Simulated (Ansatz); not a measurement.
Given this structure, coordinates from a relaxation at fixed volume with Ansatz 0.2.0, DFT r2SCAN, scalar-relativistic, plane waves, PAW, written in its standard cell:

```
Os
1.0
     2.75342    0.00000    0.00000
    -1.37671    2.38453    0.00000
     0.00000    0.00000    4.34694
Os
2
Direct
  0.33333 0.66667 0.75000
  0.66667 0.33333 0.25000
```

Predict the [210] zone-axis pattern (200 kV, kinematic, B = 1 Å²).

Answer. The spots form a rectangular net whose two shortest vectors correspond to d = 2.17 Å and 1.38 Å, 90.0° apart. They are 0 0 2 and 1 -2 0. The pattern has symmetry 2mm. A glide plane extinguishes reflections such as 1 -2 -1, 1 -2 1, 1 -2 -3; a screw axis and a glide plane both extinguish reflections such as 0 0 1, 0 0 3, 0 0 5.

Strongest reflections with d > 0.80 Å, one of each family (|F|² from tabulated Gaussian fits of the electron scattering factors, times a small damping for the curvature of the Ewald sphere):

```tsv
hkl	d (Å)	I (strongest = 100)
0 0 2	2.173	100
1 -2 0	1.377	37
1 -2 2	1.163	24
0 0 4	1.087	19
1 -2 4	0.853	8
```

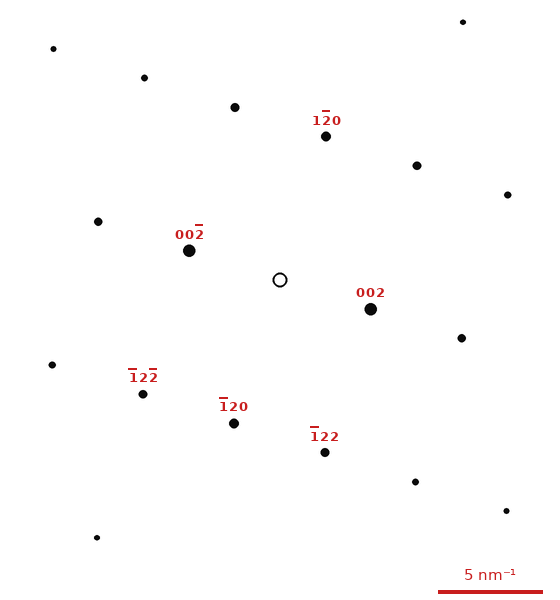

Calculated pattern, seen from the source side with [210] pointing towards the source.
